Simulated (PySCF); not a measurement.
# PbH4: rigid scans about the minimum

Aim: map the energy of singlet PbH4 about its PBE0 minimum, with rigid distortions.

Program: PySCF 2.14.0. Level of theory: PBE0, basis Pb def2-TZVP with ECP60, H def2-TZVP, scalar-relativistic core potentials, no spin–orbit coupling, density fitting. These are calculated values, not measurements.

## Step 1: Where the work starts

5 atoms, charge 0, spin multiplicity 1.

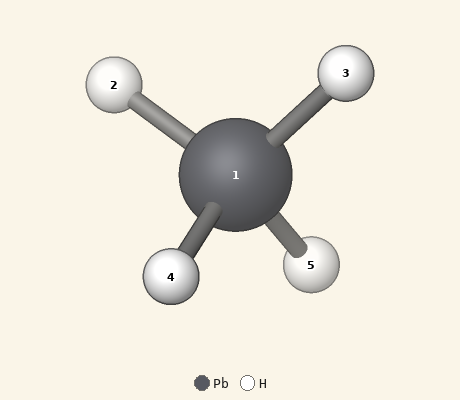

The starting geometry (lead dark grey, hydrogen white); atoms are numbered from 1 in the order of the file.

```xyz
5
charge 0 multiplicity 1
Pb    0.0000    0.0000    0.0000
H     1.4287   -0.0001    1.0102
H    -1.4287    0.0000    1.0102
H     0.0000    1.4287   -1.0102
H     0.0000   -1.4286   -1.0103
```

## Step 2: Breathing scan

One driver script runs all scans and calls PySCF for each point, on a (75, 302) grid.

On the command line:

```sh
$ OMP_NUM_THREADS=2 python axn.py task.json out
```

A rigid scan with PBE0: all bonds to the central atom are scaled together. Each point starts from its neighbour's orbitals, and energies count from the minimum.

```
scale of all bonds to the centre  energy (kJ/mol)
                            0.88            150.5
                            0.92             60.1
                            0.96             13.6
                            1.00              0.0
                            1.04             11.0
                            1.08             40.0
                            1.14            106.4
                            1.22            219.3
                            1.35            420.0
```

The scan ran for 5.7 s (2 threads of Arm Neoverse V2, shared host).

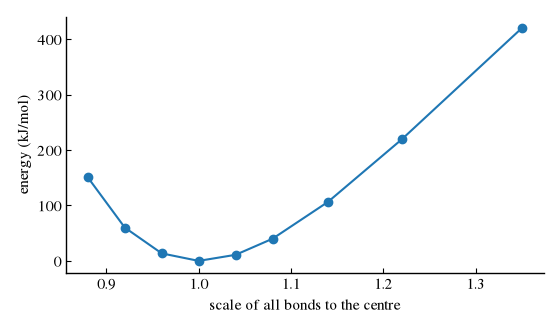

Energy along the scan.

## Step 3: Stretching one bond

A rigid scan with PBE0: the bond from Pb to the last atom (H) is scaled and the rest held.

```
scale of one bond  energy (kJ/mol)  dipole size (D)
             0.92             15.0             0.29
             0.96              3.4             0.14
             1.00              0.0             0.00
             1.05              4.3             0.18
             1.12             21.1             0.44
             1.20             49.6             0.74
             1.35            113.8             1.27
             1.55            198.9             1.91
             1.80            286.8             2.53
             2.20            380.4             3.14
```

The scan took 6.8 s.

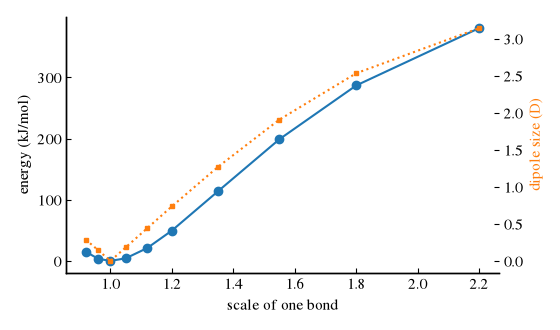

Energy (circles) and dipole moment (squares) along the scan.

A restricted determinant lies too high at long bonds, where the pair should uncouple.

## Step 4: From tetrahedral to square planar

A rigid scan with PBE0: D2d path, angle between each bond and the S4 axis (54.74 tetrahedral, 90 square planar), bonds fixed.

```
angle of the bonds to the S4 axis (°)  energy (kJ/mol)
                                 45.0             32.5
                                 50.0              7.4
                                 54.7              0.0
                                 60.0              8.7
                                 66.0             39.5
                                 72.0             92.8
                                 78.0            168.7
                                 84.0            264.5
                                 90.0            355.8
```

The scan took 5.9 s.

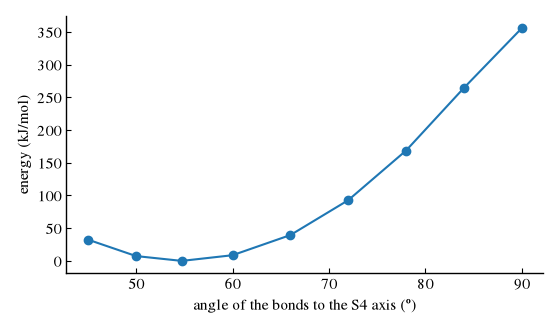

Energy along the scan.

## Step 5: What came out

| quantity | value |
| --- | --- |
| all bonds 4 % longer | 11.0 kJ/mol |
| one bond 20 % longer | 49.6 kJ/mol |
| square planar shape, bonds held | 355.8 kJ/mol |

Shortening all bonds by 4 % costs 13.6 kJ/mol and lengthening them 11.0: the wall is steeper on the short side. Held rigid otherwise, the square planar shape costs 356 kJ/mol. With an element this heavy the missing spin–orbit coupling can shift these numbers.
